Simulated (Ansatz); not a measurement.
# HF/3-21G run of SnHBrOF2 (SMILES [OH][Sn]([F])([F])[Br])

Aim: the energy change on altering one bond length of SnHBrOF2 at HF/3-21G, from 2 runs. 

The results are computed with Ansatz 0.2.0.

84 further runs of the same task are left out: 2 that didn't finish, 82 set aside as unsound or not needed. Runs told in other sessions of the task aren't counted.

## 1. Starting point

SnHBrOF2 has 6 atoms, charge 0, and is taken as a singlet. As SMILES, `[OH][Sn]([F])([F])[Br]`. The coordinates come from a PBE0-D4/def2-TZVP relaxation. This is one conformer, not always the lowest.

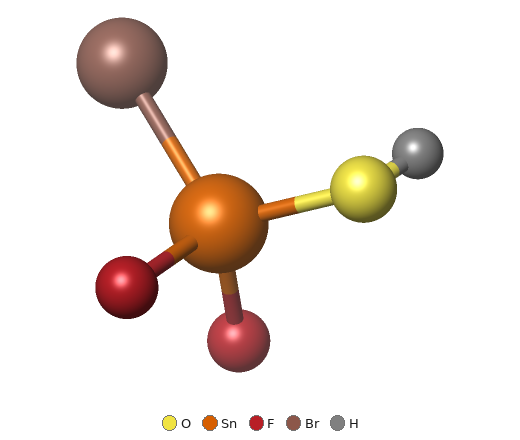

The structure, seen from a chosen angle (oxygen yellow, tin orange, fluorine red, bromine brown, hydrogen grey).

## 2. A single-point energy at HF/3-21G

File job.yaml:

```yaml
crystal:
  periodic: [false, false, false]
  atoms:
    - symbol: O
      position_ang: [-0.508100, 0.063600, 1.499700]
    - symbol: Sn
      position_ang: [-0.078900, -0.013200, -0.374900]
    - symbol: F
      position_ang: [-1.653500, 0.495100, -1.280000]
    - symbol: F
      position_ang: [0.253500, -1.809000, -0.879000]
    - symbol: Br
      position_ang: [1.795600, 1.350200, -1.085700]
    - symbol: H
      position_ang: [0.233500, -0.150700, 2.073700]
basis:
  gaussian:
    orbitals: 3-21G-spherical.json
hamiltonian:
  xc: hf
accuracy: high
output: {orbitals: {seedname: orbitals}}
```

The basis set 3-21G is read from a file made from the Basis Set Exchange's data (not shown).

The run is started by

```console
$ ansatz run job.yaml --threads 1 --pin off --max-ram 2610MiB --events-out events.jsonl --progress --plain --runs-dir runs
```

The log of the run:

```text
Warning: RAYON_NUM_THREADS=1 ignored (pool sized by the plan → 1); use --threads N
Functional definition: HF
  name "HF"
  exchange = exact_x
  correlation = 0
1550 factors; integrals over basis functions are off by at most 2.6e-8 eV
mean field evaluation 1: about -240253.4274 eV, gradient 4.7e1 eV
mean field evaluation 2: about -240253.6523 eV, gradient 4.7e1 eV
mean field evaluation 4: about -240257.5582 eV, gradient 2.0e0 eV
mean field evaluation 8: about -240257.5928 eV, gradient 3.1e-1 eV
mean field evaluation 16: about -240257.5932 eV, gradient 1.1e-8 eV
mean field -240257.59319694 eV, -8829.3036975418 hartree, gradient 3.3e-8 eV, S^2 0.000000; 0 other end points of the search recorded, 0 dependent functions left out
reference -240257.59319694 eV, -8829.3036975418 hartree; 56, 56 occupied and 26, 26 virtual orbitals, 1550 factors
Total energy: -240257.59319694 eV, -8829.3036975418 hartree
```

Wall time 3.6 s (1 thread of Arm Neoverse V2, shared host); peak memory 0.27 GiB.

## 3. The distorted shape at the same level

File in.yaml:

```yaml
basis:
  gaussian:
    orbitals: 3-21G-spherical.json
crystal:
  periodic: [false, false, false]
  atoms:
    - {symbol: O, position_ang: [-1.101356, 0.235033, 1.040519]}
    - {symbol: Sn, position_ang: [-0.672156, 0.158233, -0.834081]}
    - {symbol: F, position_ang: [-2.246756, 0.666533, -1.739181]}
    - {symbol: F, position_ang: [-0.339756, -1.637567, -1.338181]}
    - {symbol: Br, position_ang: [1.202344, 1.521633, -1.544881]}
    - {symbol: H, position_ang: [0.233500, -0.150700, 2.073700]}
hamiltonian:
  xc: hf
accuracy: high
output:
  orbitals: {seedname: orbitals}
```

The basis set 3-21G is read from a file made from the Basis Set Exchange's data (not shown).

The run is started by

```console
$ ansatz run in.yaml --threads 1 --pin off --max-ram 2610MiB --events-out events.jsonl --progress --plain --runs-dir runs
```

The log of the run:

```text
Warning: RAYON_NUM_THREADS=1 ignored (pool sized by the plan → 1); use --threads N
[... 4 set-up lines as earlier in the session ...]
1547 factors; integrals over basis functions are off by at most 3.2e-8 eV
mean field evaluation 1: about -240247.0103 eV, gradient 5.2e1 eV
mean field evaluation 2: about -240247.2362 eV, gradient 5.3e1 eV
mean field evaluation 4: about -240253.0387 eV, gradient 6.3e0 eV
mean field evaluation 8: about -240253.1819 eV, gradient 7.4e-1 eV
mean field evaluation 16: about -240253.1859 eV, gradient 1.3e-6 eV
mean field -240253.18590610 eV, -8829.1417325909 hartree, gradient 3.9e-8 eV, S^2 0.000000; 0 other end points of the search recorded, 0 dependent functions left out
reference -240253.18590610 eV, -8829.1417325909 hartree; 56, 56 occupied and 26, 26 virtual orbitals, 1547 factors
Total energy: -240253.18590610 eV, -8829.1417325909 hartree
```

It took 3.6 s on 1 thread of Arm Neoverse V2, shared host; peak memory 0.28 GiB.

## 4. Summary of results

Level: HF/3-21G.

```
                                                         quantity           value
                                        first shape: total energy  -8829.30370 Eh
                                         first shape: HOMO energy       -12.41 eV
                                         first shape: LUMO energy         1.20 eV
                                       first shape: HOMO–LUMO gap        13.61 eV
                                    distorted shape: total energy  -8829.14173 Eh
                                     distorted shape: HOMO energy       -12.30 eV
                                     distorted shape: LUMO energy        -0.28 eV
                                   distorted shape: HOMO–LUMO gap        12.01 eV
energy change with the O1–H6 bond stretched from 0.962 to 1.732 Å        4.407 eV
```

What this shows: With the O1–H6 bond stretched from 0.962 to 1.732 Å the energy rises by 4.41 eV (425 kJ/mol). The first shape isn't relaxed at this level, so the change isn't measured from a minimum. A restricted reference can't describe the breaking bond well at this length. Relativity is left out (first shape) although the molecule holds a heavy atom. Relativity is left out (distorted shape) although the molecule holds a heavy atom.
